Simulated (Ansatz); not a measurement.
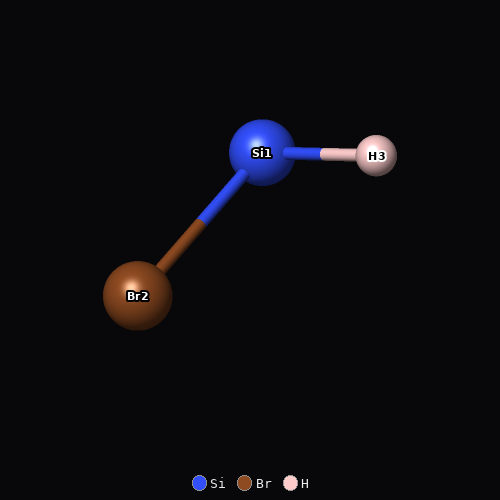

The system is BrHSi (SMILES [SiH]Br) with the probe Ag+; the picture shows it without the atoms that are moved over the map. The probe is moved over the plane through the molecule's long axis and the normal of its main plane. Coordinates scanned: (1) x of the probe's Ag atom; (2) z of the probe's Ag atom. Nothing is relaxed (molecule and probe rigid). The grid has 21 × 13 points; 104 points were computed and 95 follow by symmetry. At 74 points there is no value (left out of the scan, as a rule where atoms come close). All energies are given in eV relative to molecule and probe far apart, each relaxed in its own basis (no counterpoise correction). All numbers below come from RKS PBE0-D4/def2-TZVP (Ansatz 0.2.0).

Range: x of the probe's Ag atom from −5.20 to 5.20 Å; z of the probe's Ag atom from −3.12 to 3.12 Å.

> Predict the map.

The lowest grid point is at x of the probe's Ag atom = −3.12 Å, z of the probe's Ag atom = −2.08 Å [nearest 1 Br at 2.58 Å], −1.20 eV from molecule and probe far apart, each relaxed in its own basis (no counterpoise correction). The highest grid point, x of the probe's Ag atom = 2.08 Å, z of the probe's Ag atom = −1.04 Å [nearest 1 H at 1.48 Å], lies 1.66 eV above the lowest.

| z of the probe's Ag atom ↓, x of the probe's Ag atom → | −5.20 | −4.16 | −3.12 | −2.08 | −1.04 | 0.00 | 1.04 | 2.08 | 3.12 | 4.16 | 5.20 |
| --- | --- | --- | --- | --- | --- | --- | --- | --- | --- | --- | --- |
| 3.12 | −0.24 | −0.35 | −0.61 | −0.82 | −0.78 | −0.56 | −0.35 | −0.20 | −0.09 | −0.06 | −0.08 |
| 2.60 | −0.28 | −0.51 | −0.94 | −1.17 | −1.11 | −0.81 | −0.53 | −0.37 | −0.16 | −0.07 | −0.08 |
| 2.08 | −0.33 | −0.72 | −1.20 | −0.39 | −0.30 | −0.56 | −0.45 | −0.61 | −0.31 | −0.10 | −0.08 |
| 1.56 | −0.39 | −0.93 | −0.61 | – | – | – | – | −0.70 | −0.52 | −0.16 | −0.09 |
| 1.04 | −0.46 | −1.08 | – | – | – | – | – | 0.46 | −0.74 | −0.23 | −0.10 |
| 0.52 | −0.51 | −1.14 | – | – | – | – | – | – | −0.88 | −0.28 | −0.10 |
| 0.00 | −0.53 | −1.14 | – | – | – | – | – | – | −0.92 | −0.30 | −0.11 |
| −0.52 | −0.51 | −1.14 | – | – | – | – | – | – | −0.88 | −0.28 | −0.10 |
| −1.04 | −0.46 | −1.08 | – | – | – | – | – | 0.46 | −0.74 | −0.23 | −0.10 |
| −1.56 | −0.39 | −0.93 | −0.61 | – | – | – | – | −0.70 | −0.52 | −0.16 | −0.09 |
| −2.08 | −0.33 | −0.72 | −1.20 | −0.39 | −0.30 | −0.56 | −0.45 | −0.61 | −0.31 | −0.10 | −0.08 |
| −2.60 | −0.28 | −0.51 | −0.94 | −1.17 | −1.11 | −0.81 | −0.53 | −0.37 | −0.16 | −0.07 | −0.08 |
| −3.12 | −0.24 | −0.35 | −0.61 | −0.82 | −0.78 | −0.56 | −0.35 | −0.20 | −0.09 | −0.06 | −0.08 |

The table holds every second grid line.

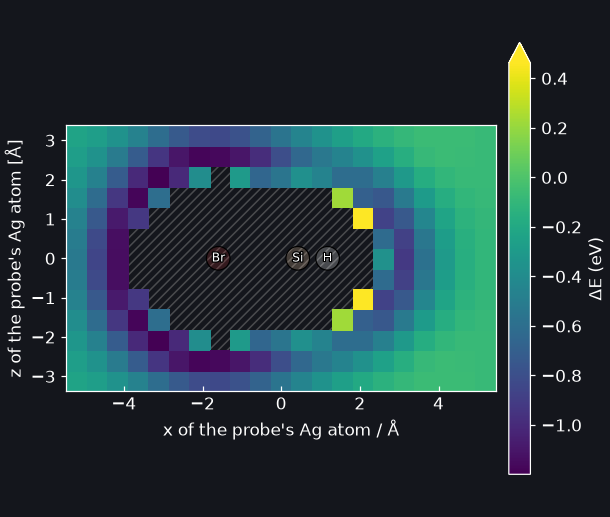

Drawn: one coloured cell a grid point, labelled circles for the molecule's atoms, projected on the plane, one colour for all values above the top of the scale, hatched blanks where no value was computed.

Each point was launched as `ansatz run input.yaml --threads 1 --pin off --max-ram 2560MiB --backend cpu --events-out ev --progress --plain --runs-dir out`. The whole map (104 points run) took 22 min on 1 thread of Arm Neoverse N1, on a shared host.
